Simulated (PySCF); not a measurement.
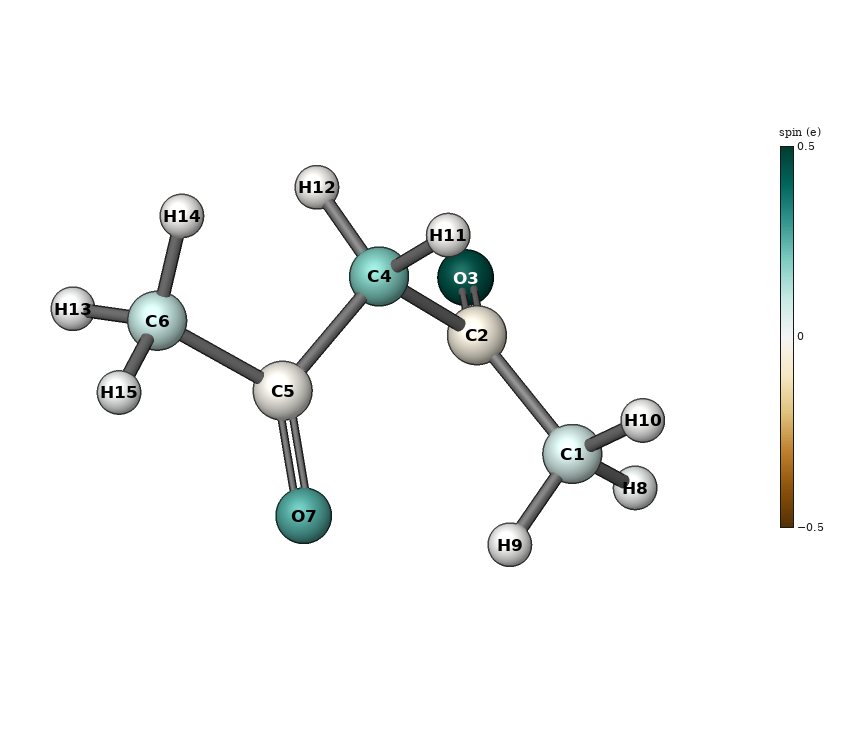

Atoms are coloured by their Mulliken spin populations. State: charge +1, doublet. The geometry was computed by an optimisation with GFN2-xTB. No frequency run is at hand to confirm it as a minimum. Level of theory: UKS B3LYP, pcH-1 on C H O, non-relativistic (PySCF 2.14.0).

### Which atom carries the largest spin population?

O3 (0.45 e).

### Which atom has the lowest spin population?

C2 (−0.05 e); a negative value comes from spin polarisation.

List the Mulliken spin populations.

| atom | value (e) |
| --- | --- |
| C1 | 0.07 |
| C2 | −0.05 |
| O3 | 0.45 |
| C4 | 0.20 |
| C5 | −0.02 |
| C6 | 0.09 |
| O7 | 0.26 |
| H8 | 0.01 |
| H9 | 0.00 |
| H10 | 0.00 |
| H11 | −0.01 |
| H12 | −0.01 |
| H13 | 0.00 |
| H14 | 0.00 |
| H15 | 0.01 |

Mulliken values depend strongly on the basis set.
